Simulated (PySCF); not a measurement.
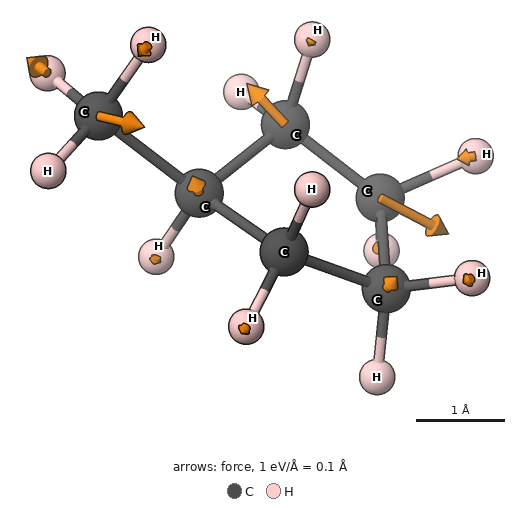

Starting geometry of C₆H₁₂ with the computed forces as orange arrows. Style: ball-and-stick. Shown from a free direction.

The start comes from MMFF94s. Its atoms were then displaced at random by about 0.03 Å.

The calculation used PBE0-D3(BJ)/def2-SVP geometry optimisation, gas phase (PySCF). 

**Is this structure relaxed? If not, where do the atoms go?**

It isn't relaxed: the largest force vector, on a C atom, is 9.82 eV/Å. The final displacements follow the starting forces only in part (cosine between the two patterns 0.62). Over 6 geometry steps the energy falls by 1.309 eV. The largest move after the best rigid fit is that of an H atom, 0.13 Å. Largest moves by element: H 0.13 Å, C 0.13 Å. Among the contacts that change: C–C 1.374 → 1.535 Å, C–H 1.006 → 1.101 Å, C–H 1.195 → 1.100 Å, C–C 1.593 → 1.517 Å. Bond angles that change, for instance: H–C–H 96.0° → 106.2°, C–C–H 118.9° → 111.7°, C–C–C 112.0° → 105.7°.
